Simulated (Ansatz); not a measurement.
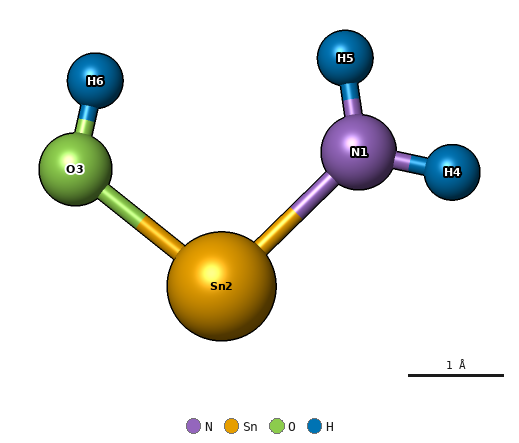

**Figure 1.** The structure as given in the input (ball-and-stick view, seen on its broad side; atoms are numbered from 1 in the order of the input). Sticks mark near contacts.

# SnNH3O: molecular dynamics (part 1 of 2)

SnNH3O, computed with RKS PBE-d3bjatm/def2-SVP (Ansatz 0.2.0).

The geometry comes from this level: PBE0-D4/def2-TZVP. Figures and captions count atoms from 1; the log counts them from 0 in places.

**What the program printed**
```
Functional definition: PBE
  name "PBE"
  cite "Perdew, Burke & Ernzerhof, Phys. Rev. Lett. 77, 3865 (1996) doi:10.1103/PhysRevLett.77.3865"
  parent pbe
  parameter kappa = 0.804
  parameter beta = 0.06672455060314922
  exchange = pbe_x(kappa = kappa, mu = beta*pi^2/3)
  correlation = pbe_c(beta = beta)
780 factors; their error is unknown
mean field evaluation 1: about -9395.7900 eV, gradient 8.8e1 eV
mean field evaluation 2: about -9268.5992 eV, gradient 2.0e2 eV
mean field evaluation 4: about -9407.5871 eV, gradient 4.2e1 eV
mean field evaluation 8: about -9411.3205 eV, gradient 1.3e-1 eV
mean field evaluation 16: about -9411.2991 eV, gradient 2.1e-4 eV
mean field -9411.29913370 eV, -345.8588639558 hartree, gradient 3.1e-5 eV, S^2 0.000000; 0 other end points of the search recorded, 0 dependent functions left out
the calculation of the forces begins
reference -9411.29916555 eV, -345.8588651261 hartree; 20, 20 occupied and 49, 49 virtual orbitals, 780 factors
md step     0: t =     0.00 fs  T =   250.0 K  F+E_penalty+E_count = -9411.39979857 eV  E_kin = 0.193890 eV  (26 SCF iters)
these checks for a lower state are left out or cut short: starts, cluster_reference, orbital_swaps, neighbouring_geometries, increment
780 factors; their error is unknown
mean field -9411.29785284 eV, -345.8588168850 hartree, gradient 1.4e-5 eV, S^2 0.000000; 0 other end points of the search recorded, 0 dependent functions left out
the calculation of the forces begins
reference -9411.29788494 eV, -345.8588180646 hartree; 20, 20 occupied and 49, 49 virtual orbitals, 780 factors
md step     1: t =     1.00 fs  T =   244.4 K  F+E_penalty+E_count = -9411.39844038 eV  E_kin = 0.189524 eV  (27 SCF iters, 3 dispersion substeps)
[... from here on the SCF iterations and repeated set-up lines of each step are left out, up to the last step ...]
md step     2: t =     2.00 fs  T =   189.8 K  F+E_penalty+E_count = -9411.34771148 eV  E_kin = 0.147179 eV  (27 SCF iters, 3 dispersion substeps)
md step     3: t =     3.00 fs  T =   145.5 K  F+E_penalty+E_count = -9411.32505522 eV  E_kin = 0.112872 eV  (28 SCF iters, 3 dispersion substeps)
md step     4: t =     4.00 fs  T =   188.0 K  F+E_penalty+E_count = -9411.34776768 eV  E_kin = 0.145779 eV  (28 SCF iters, 3 dispersion substeps)
md step     5: t =     5.00 fs  T =   217.8 K  F+E_penalty+E_count = -9411.37661117 eV  E_kin = 0.168892 eV  (27 SCF iters, 3 dispersion substeps)
md step     6: t =     6.00 fs  T =   179.2 K  F+E_penalty+E_count = -9411.36841573 eV  E_kin = 0.138947 eV  (28 SCF iters, 3 dispersion substeps)
md step     7: t =     7.00 fs  T =   151.1 K  F+E_penalty+E_count = -9411.34936009 eV  E_kin = 0.117199 eV  (28 SCF iters, 3 dispersion substeps)
md step     8: t =     8.00 fs  T =   145.0 K  F+E_penalty+E_count = -9411.36318175 eV  E_kin = 0.112444 eV  (28 SCF iters, 3 dispersion substeps)
md step     9: t =     9.00 fs  T =   159.3 K  F+E_penalty+E_count = -9411.38961602 eV  E_kin = 0.123574 eV  (28 SCF iters, 3 dispersion substeps)
md step    10: t =    10.00 fs  T =   162.5 K  F+E_penalty+E_count = -9411.38896676 eV  E_kin = 0.126000 eV  (28 SCF iters, 3 dispersion substeps)
md step    11: t =    11.00 fs  T =   150.4 K  F+E_penalty+E_count = -9411.36884949 eV  E_kin = 0.116610 eV  (28 SCF iters, 3 dispersion substeps)
md step    12: t =    12.00 fs  T =   153.5 K  F+E_penalty+E_count = -9411.35252550 eV  E_kin = 0.119062 eV  (29 SCF iters, 3 dispersion substeps)
md step    13: t =    13.00 fs  T =   157.7 K  F+E_penalty+E_count = -9411.35596326 eV  E_kin = 0.122326 eV  (29 SCF iters, 3 dispersion substeps)
md step    14: t =    14.00 fs  T =   163.7 K  F+E_penalty+E_count = -9411.37300494 eV  E_kin = 0.126954 eV  (28 SCF iters, 3 dispersion substeps)
md step    15: t =    15.00 fs  T =   166.8 K  F+E_penalty+E_count = -9411.37916201 eV  E_kin = 0.129328 eV  (28 SCF iters, 3 dispersion substeps)
md step    16: t =    16.00 fs  T =   136.5 K  F+E_penalty+E_count = -9411.37188663 eV  E_kin = 0.105834 eV  (28 SCF iters, 3 dispersion substeps)
md step    17: t =    17.00 fs  T =   140.0 K  F+E_penalty+E_count = -9411.36919039 eV  E_kin = 0.108587 eV  (28 SCF iters, 3 dispersion substeps)
md step    18: t =    18.00 fs  T =   176.9 K  F+E_penalty+E_count = -9411.38295713 eV  E_kin = 0.137180 eV  (28 SCF iters, 3 dispersion substeps)
md step    19: t =    19.00 fs  T =   187.4 K  F+E_penalty+E_count = -9411.39909261 eV  E_kin = 0.145358 eV  (28 SCF iters, 3 dispersion substeps)
md step    20: t =    20.00 fs  T =   166.9 K  F+E_penalty+E_count = -9411.40089069 eV  E_kin = 0.129404 eV  (28 SCF iters, 3 dispersion substeps)
md step    21: t =    21.00 fs  T =   166.8 K  F+E_penalty+E_count = -9411.39374791 eV  E_kin = 0.129397 eV  (28 SCF iters, 3 dispersion substeps)
md step    22: t =    22.00 fs  T =   164.1 K  F+E_penalty+E_count = -9411.38789160 eV  E_kin = 0.127232 eV  (28 SCF iters, 3 dispersion substeps)
md step    23: t =    23.00 fs  T =   133.1 K  F+E_penalty+E_count = -9411.38523534 eV  E_kin = 0.103228 eV  (28 SCF iters, 3 dispersion substeps)
md step    24: t =    24.00 fs  T =   129.2 K  F+E_penalty+E_count = -9411.38362708 eV  E_kin = 0.100199 eV  (28 SCF iters, 3 dispersion substeps)
md step    25: t =    25.00 fs  T =   129.9 K  F+E_penalty+E_count = -9411.37831259 eV  E_kin = 0.100764 eV  (28 SCF iters, 3 dispersion substeps)
md step    26: t =    26.00 fs  T =   127.5 K  F+E_penalty+E_count = -9411.37182111 eV  E_kin = 0.098876 eV  (28 SCF iters, 3 dispersion substeps)
md step    27: t =    27.00 fs  T =   148.3 K  F+E_penalty+E_count = -9411.37765867 eV  E_kin = 0.114994 eV  (28 SCF iters, 3 dispersion substeps)
md step    28: t =    28.00 fs  T =   136.3 K  F+E_penalty+E_count = -9411.38919508 eV  E_kin = 0.105716 eV  (28 SCF iters, 3 dispersion substeps)
md step    29: t =    29.00 fs  T =   143.6 K  F+E_penalty+E_count = -9411.38741439 eV  E_kin = 0.111378 eV  (28 SCF iters, 3 dispersion substeps)
md step    30: t =    30.00 fs  T =   137.3 K  F+E_penalty+E_count = -9411.37801098 eV  E_kin = 0.106491 eV  (28 SCF iters, 3 dispersion substeps)
md step    31: t =    31.00 fs  T =   155.0 K  F+E_penalty+E_count = -9411.37756250 eV  E_kin = 0.120227 eV  (28 SCF iters, 3 dispersion substeps)
md step    32: t =    32.00 fs  T =   159.3 K  F+E_penalty+E_count = -9411.38717162 eV  E_kin = 0.123563 eV  (28 SCF iters, 3 dispersion substeps)
md step    33: t =    33.00 fs  T =   164.7 K  F+E_penalty+E_count = -9411.39016990 eV  E_kin = 0.127709 eV  (28 SCF iters, 3 dispersion substeps)
md step    34: t =    34.00 fs  T =   158.0 K  F+E_penalty+E_count = -9411.37525668 eV  E_kin = 0.122531 eV  (28 SCF iters, 3 dispersion substeps)
md step    35: t =    35.00 fs  T =   147.5 K  F+E_penalty+E_count = -9411.36838938 eV  E_kin = 0.114391 eV  (28 SCF iters, 3 dispersion substeps)
md step    36: t =    36.00 fs  T =   164.3 K  F+E_penalty+E_count = -9411.38342607 eV  E_kin = 0.127397 eV  (28 SCF iters, 3 dispersion substeps)
md step    37: t =    37.00 fs  T =   171.5 K  F+E_penalty+E_count = -9411.40062779 eV  E_kin = 0.133007 eV  (28 SCF iters, 3 dispersion substeps)
md step    38: t =    38.00 fs  T =   185.5 K  F+E_penalty+E_count = -9411.40295037 eV  E_kin = 0.143900 eV  (28 SCF iters, 3 dispersion substeps)
md step    39: t =    39.00 fs  T =   189.9 K  F+E_penalty+E_count = -9411.39415424 eV  E_kin = 0.147276 eV  (28 SCF iters, 3 dispersion substeps)
md step    40: t =    40.00 fs  T =   214.0 K  F+E_penalty+E_count = -9411.39382782 eV  E_kin = 0.165931 eV  (28 SCF iters, 3 dispersion substeps)
md step    41: t =    41.00 fs  T =   256.8 K  F+E_penalty+E_count = -9411.40860069 eV  E_kin = 0.199141 eV  (28 SCF iters, 3 dispersion substeps)
md step    42: t =    42.00 fs  T =   244.7 K  F+E_penalty+E_count = -9411.41325230 eV  E_kin = 0.189774 eV  (27 SCF iters, 3 dispersion substeps)
md step    43: t =    43.00 fs  T =   253.0 K  F+E_penalty+E_count = -9411.40017930 eV  E_kin = 0.196243 eV  (28 SCF iters, 3 dispersion substeps)
md step    44: t =    44.00 fs  T =   225.6 K  F+E_penalty+E_count = -9411.38213116 eV  E_kin = 0.174940 eV  (28 SCF iters, 3 dispersion substeps)
md step    45: t =    45.00 fs  T =   225.5 K  F+E_penalty+E_count = -9411.38725629 eV  E_kin = 0.174855 eV  (27 SCF iters, 3 dispersion substeps)
md step    46: t =    46.00 fs  T =   262.0 K  F+E_penalty+E_count = -9411.40728730 eV  E_kin = 0.203214 eV  (28 SCF iters, 3 dispersion substeps)
md step    47: t =    47.00 fs  T =   245.0 K  F+E_penalty+E_count = -9411.39951927 eV  E_kin = 0.190005 eV  (28 SCF iters, 3 dispersion substeps)
md step    48: t =    48.00 fs  T =   205.5 K  F+E_penalty+E_count = -9411.35866709 eV  E_kin = 0.159383 eV  (28 SCF iters, 3 dispersion substeps)
md step    49: t =    49.00 fs  T =   165.6 K  F+E_penalty+E_count = -9411.33496327 eV  E_kin = 0.128427 eV  (28 SCF iters, 3 dispersion substeps)
these checks for a lower state are left out or cut short: starts, cluster_reference, orbital_swaps, neighbouring_geometries, increment
780 factors; their error is unknown
mean field -9411.26281900 eV, -345.8575294152 hartree, gradient 1.6e-5 eV, S^2 0.000000; 0 other end points of the search recorded, 0 dependent functions left out
the calculation of the forces begins
reference -9411.26285172 eV, -345.8575306175 hartree; 20, 20 occupied and 49, 49 virtual orbitals, 780 factors
780 factors; their error is unknown
mean field evaluation 416: about -9406.8914 eV, gradient 4.5e1 eV
mean field -9411.26281900 eV, -345.8575294152 hartree, gradient 1.5e-5 eV, S^2 0.000000; 1 other end points of the search recorded, 0 dependent functions left out
the calculation of the forces begins
reference -9411.26285172 eV, -345.8575306175 hartree; 20, 20 occupied and 49, 49 virtual orbitals, 780 factors
md step    50: t =    50.00 fs  T =   202.3 K  F+E_penalty+E_count = -9411.36234432 eV  E_kin = 0.156911 eV  (28 SCF iters, 3 dispersion substeps)
```

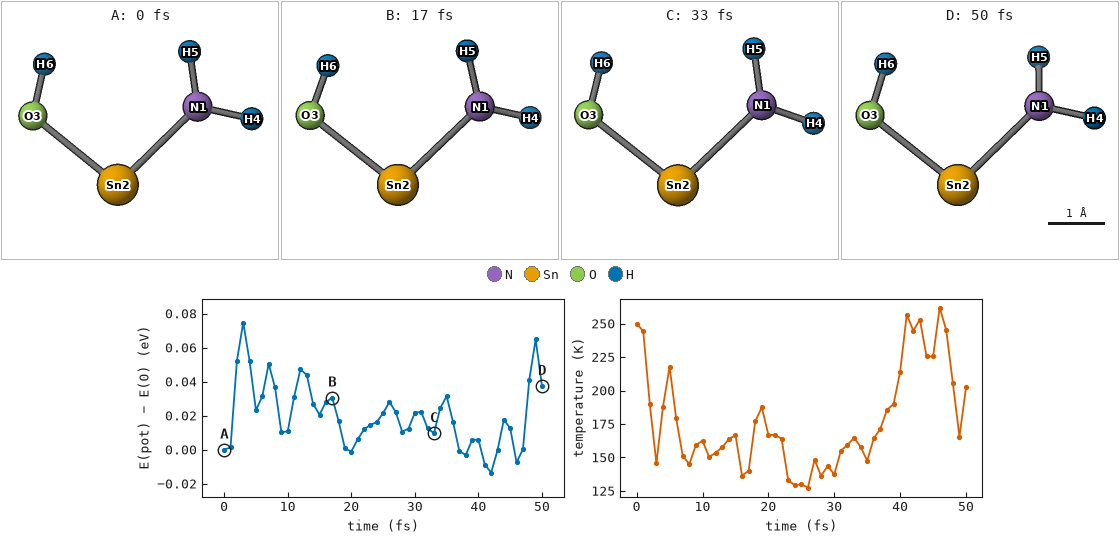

**Figure 2.** Frames of the molecular dynamics (ball-and-stick, seen on its broad side) above the curves, on which the letters mark them. The trajectory kept here has 51 frames over 50 fs. The temperature starts at 250 K, ranges from 127 to 262 K and averages 185 K over the second half. The potential energy ends 0.037 eV above its first value. After an unweighted best fit of the last frame on the first, the root-mean-square displacement is 0.15 Å, and H5 has moved furthest (0.25 Å).

```
Total energy: -9411.36237704 eV, -345.8611881057 hartree
Atom 0 at    -0.560806     0.171331    -0.831506 Å, force     0.008586    -0.580225    -1.218921 eV/Å
Atom 1 at     0.598344    -1.363901    -0.102689 Å, force     0.311656    -0.230040    -0.117805 eV/Å
Atom 2 at     1.303669    -0.403423     1.543172 Å, force    -0.369862     0.274054     0.156282 eV/Å
Atom 3 at    -1.010581     0.146852    -1.765909 Å, force     0.263823    -0.240108     0.355931 eV/Å
Atom 4 at    -1.075725     0.835786    -0.293827 Å, force    -0.444126     1.013414     0.891188 eV/Å
Atom 5 at     0.842334     0.455127     1.685746 Å, force     0.229923    -0.237096    -0.066675 eV/Å
Dipole moment:    -0.447753     0.159727    -0.253327 e Å
```

**Trajectory as extended XYZ (Å, eV, eV/Å), 31 of the 51 frames kept, from step=0 to step=50**
```
6
Properties=species:S:1:pos:R:3:forces:R:3 step=0 time_fs=0.0 energy=-9411.39980 temperature=250.0
N    -0.6520    0.0393   -0.8377    0.0258  -0.0161   0.0212
Sn    0.6643   -1.3117   -0.1100    0.2519  -1.0067  -0.4181
O     1.2472   -0.2408    1.4546    0.6310  -0.2378   0.6567
H    -1.1959   -0.1167   -1.6726   -0.3966  -0.0904  -0.5900
H    -0.8623    0.9425   -0.4388   -0.1599   0.6426   0.2686
H     0.8407    0.6232    1.5584   -0.3522   0.7085   0.0616
6
Properties=species:S:1:pos:R:3:forces:R:3 step=2 time_fs=2.0 energy=-9411.34771 temperature=189.8
N    -0.6417    0.0389   -0.8328   -1.5974   0.4431  -1.6199
Sn    0.6631   -1.3100   -0.1111    0.3333  -1.2558  -0.4586
O     1.2474   -0.2541    1.4593   -0.2352   1.7899   0.9120
H    -1.2759   -0.0966   -1.6765    0.9443   0.0587   1.1161
H    -0.8522    0.9564   -0.4358    0.0081   0.2040   0.1686
H     0.8296    0.6596    1.5435    0.5468  -1.2399  -0.1181
6
Properties=species:S:1:pos:R:3:forces:R:3 step=3 time_fs=3.0 energy=-9411.32505 temperature=145.5
N    -0.6389    0.0396   -0.8321   -1.9522   0.9718  -1.6026
Sn    0.6622   -1.3094   -0.1116    0.3576  -1.3286  -0.4585
O     1.2469   -0.2599    1.4629   -0.2643   1.8870   0.8847
H    -1.3029   -0.0863   -1.6636    1.1456   0.0118   1.2396
H    -0.8483    0.9702   -0.4341    0.1375  -0.2290   0.0238
H     0.8330    0.6593    1.5339    0.5757  -1.3131  -0.0871
6
Properties=species:S:1:pos:R:3:forces:R:3 step=5 time_fs=5.0 energy=-9411.37661 temperature=217.8
N    -0.6375    0.0446   -0.8344   -1.2674   1.6362  -0.3457
Sn    0.6595   -1.3088   -0.1128    0.3587  -1.3540  -0.4270
O     1.2444   -0.2688    1.4717    0.2192   0.7391   0.6828
H    -1.3203   -0.0712   -1.6010    0.3480  -0.2505   0.1036
H    -0.8362    0.9894   -0.4347    0.2759  -0.6204  -0.0720
H     0.8545    0.6298    1.5147    0.0655  -0.1504   0.0584
6
Properties=species:S:1:pos:R:3:forces:R:3 step=7 time_fs=7.0 energy=-9411.34936 temperature=151.1
N    -0.6385    0.0539   -0.8375    0.1815   1.3876   0.8910
Sn    0.6570   -1.3084   -0.1142    0.3157  -1.2951  -0.3849
O     1.2446   -0.2760    1.4813    0.6847  -0.5170   0.5028
H    -1.3292   -0.0663   -1.5398   -0.9222  -0.4936  -1.2614
H    -0.8085    0.9890   -0.4358    0.1785  -0.1749   0.1132
H     0.8805    0.6062    1.4976   -0.4382   1.0930   0.1394
6
Properties=species:S:1:pos:R:3:forces:R:3 step=8 time_fs=8.0 energy=-9411.36318 temperature=145.0
N    -0.6384    0.0593   -0.8384    0.2445   1.0258   0.7011
Sn    0.6557   -1.3084   -0.1151    0.2948  -1.2620  -0.3611
O     1.2459   -0.2793    1.4858    0.5495  -0.2534   0.4562
H    -1.3457   -0.0719   -1.5255   -0.8562  -0.4403  -1.1320
H    -0.7907    0.9882   -0.4353    0.0836   0.1139   0.1959
H     0.8847    0.6104    1.4900   -0.3162   0.8161   0.1398
6
Properties=species:S:1:pos:R:3:forces:R:3 step=10 time_fs=10.0 energy=-9411.38897 temperature=162.5
N    -0.6376    0.0698   -0.8390   -0.6779   0.1309  -0.5621
Sn    0.6531   -1.3084   -0.1172    0.2708  -1.1969  -0.3104
O     1.2504   -0.2863    1.4940   -0.0313   1.0697   0.3535
H    -1.3914   -0.0973   -1.5241    0.3396  -0.0016   0.1177
H    -0.7569    0.9866   -0.4243   -0.1418   0.5424   0.2428
H     0.8772    0.6318    1.4815    0.2406  -0.5445   0.1587
6
Properties=species:S:1:pos:R:3:forces:R:3 step=12 time_fs=12.0 energy=-9411.35253 temperature=153.5
N    -0.6378    0.0803   -0.8406   -1.1982  -0.0122  -0.9384
Sn    0.6505   -1.3091   -0.1191    0.2483  -1.0943  -0.2478
O     1.2543   -0.2926    1.5026   -0.3029   1.5136   0.2204
H    -1.4290   -0.1284   -1.5141    1.0603   0.4212   0.8212
H    -0.7273    1.0008   -0.4062   -0.2833   0.2093  -0.0460
H     0.8601    0.6314    1.4830    0.4757  -1.0376   0.1906
```
